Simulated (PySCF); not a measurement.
**CH3AlO (SMILES [CH3][Al]=[O]): MP2/pc-2**

Aim: the vertical ionisation energy of CH3AlO at MP2/pc-2, from 2 runs. Input form: a Python script.

Program for the calculation: PySCF 2.14.0.

## Step 1: The molecule

CH3AlO: 6 atoms, total charge 0, spin state singlet. SMILES: `[CH3][Al]=[O]`. The shape is that of a PBE0-D4/def2-TZVP optimisation.

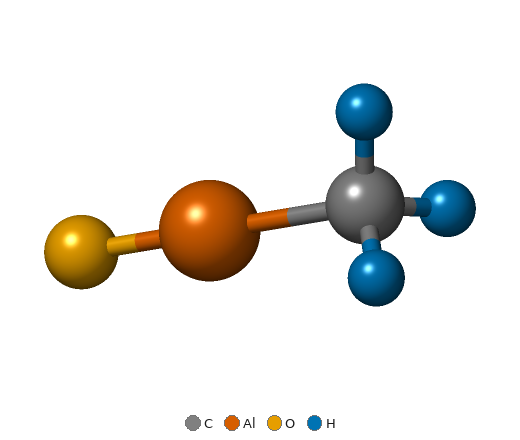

The structure, seen from a chosen angle (carbon grey, aluminium orange, oxygen amber, hydrogen blue).

## Step 2: A single-point energy at MP2/pc-2

Input file geometry.xyz:

```xyz
6
CH3AlO
C     -0.412500     0.498200    -0.315400
Al     0.696700    -0.841400     0.532500
O      1.611700    -1.946300     1.232100
H      0.065200     1.479100    -0.263900
H     -1.383600     0.560900     0.180800
H     -0.577400     0.249400    -1.366100
```

Input file run.py:

```python
# [CH3][Al]=[O]
from pyscf import gto, scf, mp

molecule = gto.M(
    atom='geometry.xyz',
    verbose=4,
    charge=0,
    max_memory=1860,
    basis='pc-2',
)

mf = scf.RHF(molecule)
mf.conv_tol = 1e-10
mf.kernel()
if not mf.converged:
    mf = mf.newton().run(mf.mo_coeff, mf.mo_occ)

pt = mp.MP2(mf, frozen=7).run()
e_tot = pt.e_tot
print('E(%s) = %.9f' % ('MP2', e_tot))
```

Run with:

```sh
$ OMP_NUM_THREADS=1 python run.py
```

The log of the run:

```text
PySCF version 2.14.0

[... 64 lines left out ...]
converged SCF energy = -356.425761119468
[... 1 line left out ...]
******** <class 'pyscf.mp.mp2.RMP2'> ********
nocc = 8, nmo = 129
frozen orbitals 7
E(RMP2) = -356.919885350735  E_corr = -0.49412423126652
E(SCS-RMP2) = -356.915610720346  E_corr = -0.489849600877846
E_corr(same-spin) = -0.118960934586898
E_corr(oppo-spin) = -0.375163296679622
E(MP2) = -356.919885351
```

It took 7.2 s on 1 thread of Arm Neoverse V1, shared host; peak memory 0.51 GiB.

## Step 3: The doublet cation at the same level

Input file input.py:

```python
from pyscf import gto, scf, mp

system = gto.M(
    atom='''
C     -0.779512     0.941462    -0.596020
Al     1.316572    -1.590016     1.006279
O      3.045672    -3.677974     2.328332
H      0.123210     2.795094    -0.498699
H     -2.614625     1.059947     0.341662
H     -1.091128     0.471298    -2.581555
''',
    spin=1,
    verbose=4,
    charge=1,
    unit='bohr',
    basis='pc-2',
    max_memory=1860,
)

mf = scf.UHF(system)
mf.conv_tol = 1e-10
mf.kernel()
if not mf.converged:
    mf = mf.newton().run(mf.mo_coeff, mf.mo_occ)

pt = mp.MP2(mf, frozen=7).run()
e_final = pt.e_tot
print(f'total energy: {e_final:.8f} hartree')
```

Run with:

```sh
$ OMP_NUM_THREADS=1 python input.py
```

The log of the run:

```text
PySCF version 2.14.0

[... 130 lines left out ...]
converged SCF energy = -356.119365504148  <S^2> = 0.76700833  2S+1 = 2.0169366
[... 1 line left out ...]
******** <class 'pyscf.mp.ump2.UMP2'> ********
nocc = (np.int64(8), np.int64(7)), nmo = (129, 129)
frozen orbitals 7
E(UMP2) = -356.525225962724  E_corr = -0.405860458576252
E(SCS-UMP2) = -356.527599960442  E_corr = -0.408234456294068
E_corr(same-spin) = -0.0909208776893476
E_corr(oppo-spin) = -0.314939580886905
total energy: -356.52522596 hartree
```

Run time: 17 s. Hardware: 1 thread of Arm Neoverse V1, shared host; peak memory 0.52 GiB.

## Step 4: Outcome

At MP2/pc-2, 7 core orbitals frozen:

```
                                                                  quantity          value
                                              singlet CH3AlO: total energy  -356.91989 Eh
                      singlet CH3AlO: dipole moment (Hartree–Fock density)         6.69 D
                       singlet CH3AlO: HOMO energy (Hartree–Fock orbitals)      -10.60 eV
                       singlet CH3AlO: LUMO energy (Hartree–Fock orbitals)        1.19 eV
                     singlet CH3AlO: HOMO–LUMO gap (Hartree–Fock orbitals)       11.79 eV
               singlet CH3AlO: correlation energy (7 core orbitals frozen)     -494.1 mEh
                                              doublet cation: total energy  -356.52523 Eh
doublet cation: HOMO energy (Hartree–Fock orbitals) (highest over α and β)      -19.00 eV
 doublet cation: LUMO energy (Hartree–Fock orbitals) (lowest over α and β)       -6.38 eV
               doublet cation: correlation energy (7 core orbitals frozen)     -405.9 mEh
                         doublet cation: ⟨S²⟩ of the reference determinant          0.767
                        vertical ionisation energy (to the doublet cation)      10.739 eV
```

What this shows: The vertical ionisation energy comes to 10.74 eV (248 kcal/mol).
